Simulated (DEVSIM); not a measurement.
System: abrupt InP p-n junction, at 400 K.

```tsv
layer (left to right)	material	thickness (μm)	Nd (cm⁻³)	Na (cm⁻³)	τn (s)	τp (s)
1	InP	0.460	-	3e17	1.7e-8	1.7e-8
2	InP	81.0	4.8e14	-	1.7e-8	1.7e-8
```

Left contact: ohmic. Right contact: ohmic. Voltage is applied to the left contact. Recombination: SRH at mid-gap. Mobility is constant in doping.

The device is made up for the run: typed textbook-type constants, with dimensions and the other settings drawn at random. Values at 300 K; Nc and Nv go as T^1.5, mobilities as T to minus their exponent, the gap by Varshni's rule with the affinity fixed.

```
parameter              InP
----------------  --------
gap (eV)             1.344
affinity (eV)         4.38
permittivity          12.5
Nc (cm⁻³)           5.7e17
Nv (cm⁻³)           1.1e19
μn (cm²/Vs)           5200
μp (cm²/Vs)            170
T exponent of μn         2
T exponent of μp         2
Varshni α (eV/K)  0.000363
Varshni β (K)          162
```

DEVSIM, 1D drift-diffusion, Boltzmann statistics, complete ionisation; no tunnelling, impact ionisation, image-force lowering or self-heating.

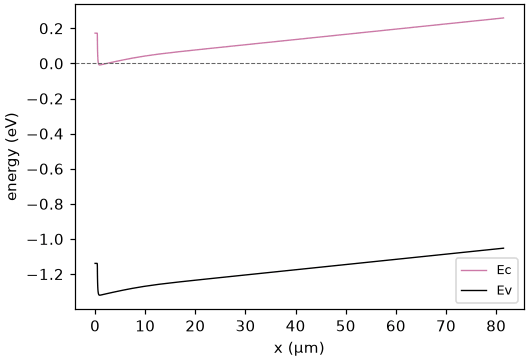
Band edges at 1.0 V on the left contact

Energies count from the Fermi level of the right contact; mesh points crowd at the junctions.

```csv
x (μm),Ec (eV),Ev (eV),n (cm⁻³),p (cm⁻³),field (V/cm)
0.000,0.172,-1.139,1500,3.0e17,≈ 0
0.03098,0.172,-1.139,6.3e11,3.0e17,≈ 0
0.1022,0.172,-1.139,2.1e12,3.0e17,≈ 0
0.2481,0.172,-1.139,5.0e12,3.0e17,≈ 0
0.4009,0.172,-1.139,8.2e12,3.0e17,-63
0.4484,0.161,-1.150,1.2e13,2.2e17,-12000
0.4736,0.103,-1.209,7.0e13,4.0e16,-19000
0.5539,0.027,-1.284,6.3e14,4.4e15,-4700
0.7252,-0.005,-1.317,1.6e15,1.6e15,-540
1.117,-0.008,-1.319,1.8e15,1.3e15,59
2.041,-0.002,-1.313,1.5e15,1.0e15,65
5.675,0.020,-1.291,8.7e14,3.9e14,58
12.78,0.053,-1.258,5.2e14,3.9e13,36
29.50,0.105,-1.206,4.8e14,7.3e10,30
63.56,0.206,-1.105,4.8e14,1100000,30
73.88,0.236,-1.075,4.8e14,930000,30
78.25,0.249,-1.062,4.8e14,930000,30
80.17,0.255,-1.056,4.8e14,930000,30
81.06,0.258,-1.054,4.8e14,930000,30
81.31,0.258,-1.053,4.8e14,930000,30
81.41,0.259,-1.053,4.8e14,930000,30
81.46,0.259,-1.052,4.8e14,930000,30
```
